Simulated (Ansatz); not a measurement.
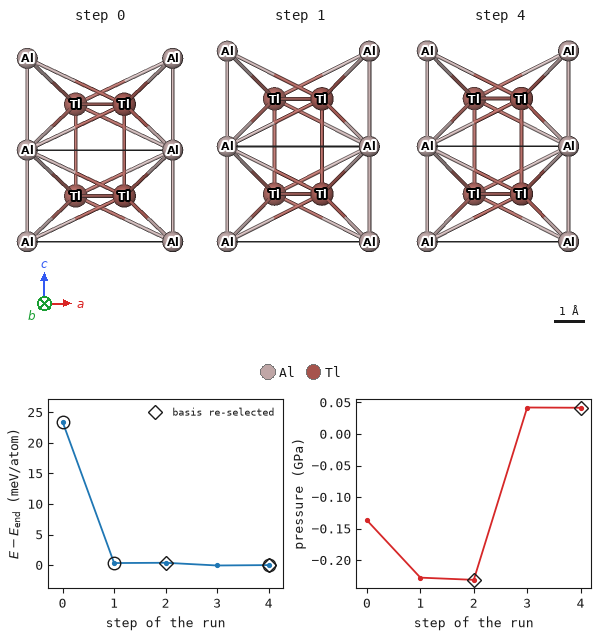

Frames of a relaxation of crystalline AlTl₂ (a generated structure, set up in P6/mmm) (coarse preliminary run), marked on the history of the run. A ball-and-stick model of the cell of the calculation, repeated 1 × 1 × 2 with one cell outlined, seen along the b axis.

Theory: DFT PBE, scalar-relativistic, plane waves, PAW (Ansatz).

The input:
```yaml
crystal:
  lattice:
    - [5.6331180137, 0.0, 0.0]
    - [-2.8165590068, 4.8784233024, 0.0]
    - [0.0, 0.0, 3.0733934778]
  atoms:
    - { symbol: Al, position: [0.0, 0.0, 0.0] }
    - { symbol: Tl, position: [0.3333333333, 0.6666666667, 0.5] }
    - { symbol: Tl, position: [0.6666666667, 0.3333333333, 0.5] }
basis:
  ecutwfc: 420
kpoints:
  mp_grid: { grid: [6, 6, 6] }
hamiltonian:
  xc: pbe
scf:
  occupations: { method: gaussian, width: 0.1 }
  lower_state_search: "off"
output:
  forces: true
  stress: true
  eigenvalues: true
relax:
  adjacent_minimum: "off"
  f_tol: 0.04
  max_steps: 70
  cell: { stress_tol: 0.4 }
```

Launched with:
```bash
ansatz run input.yaml --threads 1 --pin off --max-ram 2048MiB --backend cpu --events-out ev --progress --plain --runs-dir out
```

Describe the path.

After 2 accepted moves (4 points after the start) the energy has fallen by 23.4 meV per atom. All forces vanish by symmetry, so only the cell relaxes. The pressure goes from −0.14 to 0.04 GPa. The SCF was repeated twice at an unchanged geometry on a basis and grid sized afresh for the cell, which shifted the energy by 0.1 meV per atom at most. The atoms keep their places relative to the cell (all moves are under 0.005 Å). The drawn cell changes as follows: a = b 5.633 → 5.473 Å (−2.8 %), c 3.073 → 3.200 Å (+4.1 %); the volume changes by −1.7 %. Near-neighbour distances that change, for instance: Al1–Al1 3.073 → 3.200 Å, Tl2–Tl2 3.073 → 3.200 Å, Tl2–Tl3 3.252 → 3.160 Å, Al1–Tl2 3.597 → 3.542 Å. The space group stays P6/mmm (No. 191). Cost: 7.8 s on 1 thread of Intel(R) Xeon(R) Platinum 8488C (Sapphire Rapids), on a shared host, peak memory 0.43 GiB. From step 0 to 1: volume −0.9 %, energy −23.1 meV per atom. From step 1 to 4: volume −0.8 %, energy −0.3 meV per atom.
